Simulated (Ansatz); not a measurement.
**BH2N···H2O: density, localisation and related maps**

The calculation's input:

```
crystal:
  periodic: [false, false, false]
  atoms:
    - { symbol: B, position_ang: [0.0371, 0.6176, 0.3561] }
    - { symbol: O, position_ang: [-0.139, -1.0825, 0.7183] }
    - { symbol: "N", position_ang: [-0.2109, 0.4391, -0.9382] }
    - { symbol: H, position_ang: [-0.3255, -0.8328, -0.5244] }
    - { symbol: H, position_ang: [0.2797, 1.3404, 1.2232] }
    - { symbol: H, position_ang: [0.7063, -1.4884, 0.9188] }
    - { symbol: H, position_ang: [-0.3478, 1.0065, -1.7538] }
magnetization:
  spin_polarized: true
basis:
  gaussian: { orbitals: def2-SVP }
hamiltonian:
  xc: pbe0
relax:
  f_tol: 0.15
  max_steps: 25
  restrain:
    - { distance: [3, 1], at: 0.97, k: 30.0 }
    - { distance: [0, 1], at: 2.8, k: 30.0 }
    - { distance: [3, 2], at: 2.32, k: 30.0 }
output:
  orbitals: {}
```

Command:

```sh
ansatz run input.yaml --threads 2 --pin off --max-ram 3072MiB --backend cpu --events-out ev --progress --plain --runs-dir out
```

The fields are those of the run's last geometry, not of the input's.

All numbers below come from UKS PBE0/def2-SVP (Ansatz 0.2.0).

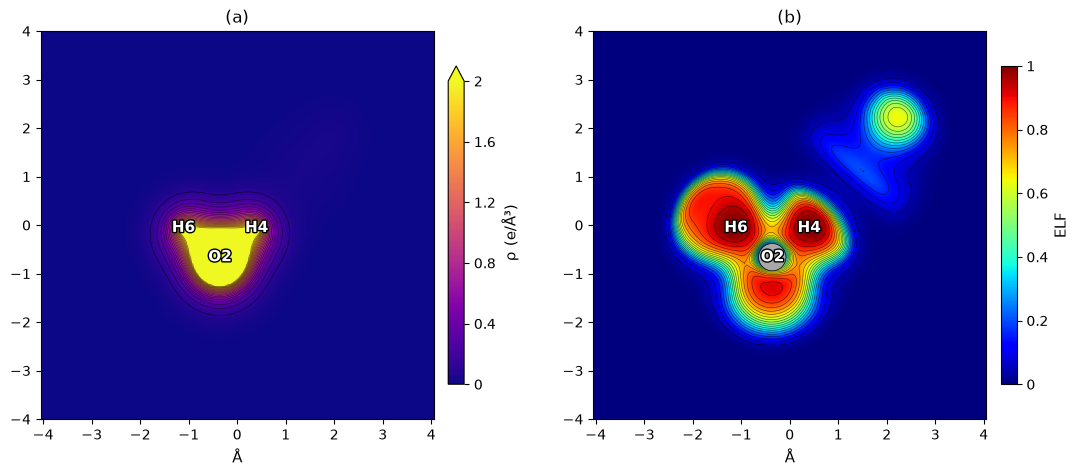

Figure 1. (a) total electron density; (b) electron localisation function on the plane of atoms H4, O2 and H6. Grey discs cover the atomic cores in the ELF map.

Interpret the plot.

Answer. Atoms in the plane: O and H. O–H (0.96 Å): the density is about 3.7 e/Å³ at the midpoint; the ELF climbs to about 1 towards the hydrogen, as it does in any bond to H (a covalent bond by its length). The ELF also peaks beside O2, away from the bonds: lone-pair regions.

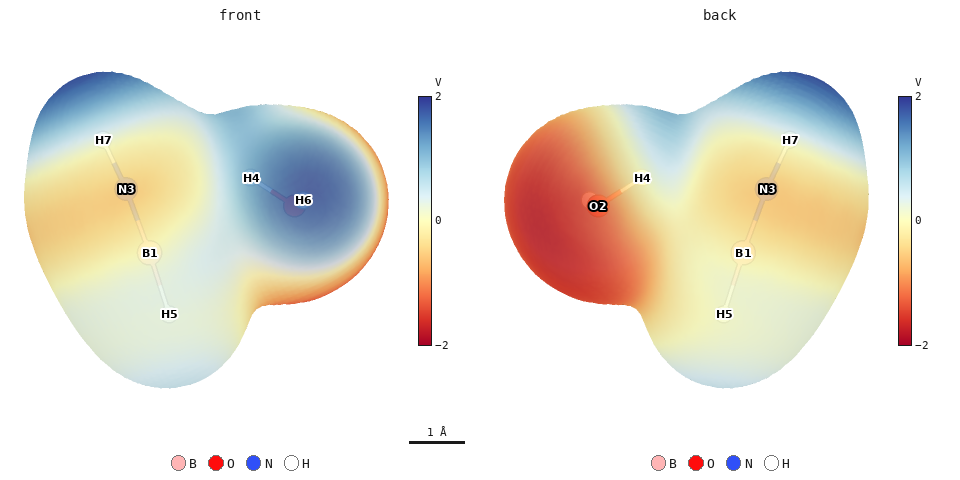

Figure 2. The molecular electrostatic potential painted on the density surface at 0.001 e/bohr³, seen from the front and from behind; the colour scale runs from red (negative) to blue (positive).

Describe the electrostatic potential map.

Answer. The most negative region (about −1.7 V, or −39 kcal/mol for a unit charge) lies over O2, the most positive (about +1.8 V, or +42 kcal/mol for a unit charge) over H7. O2 is the likeliest acceptor of a hydrogen bond.

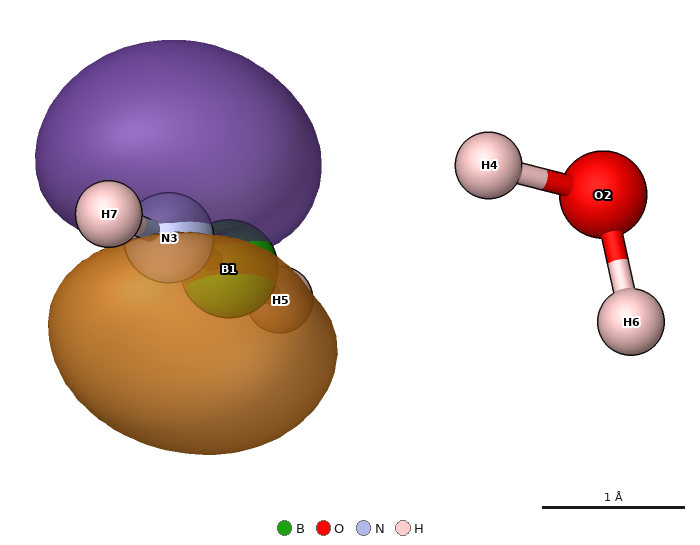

Figure 3. The HOMO−1 at ±0.15 Å⁻³ᐟ² (orange and purple are the two phases), seen from one side.

What is the character of this orbital?

Answer. By Hirshfeld shares it lies mainly on N3 (about 65 %) and B1 (about 30 %); π-bonding across N3–B1. Its energy is −8.61 eV.
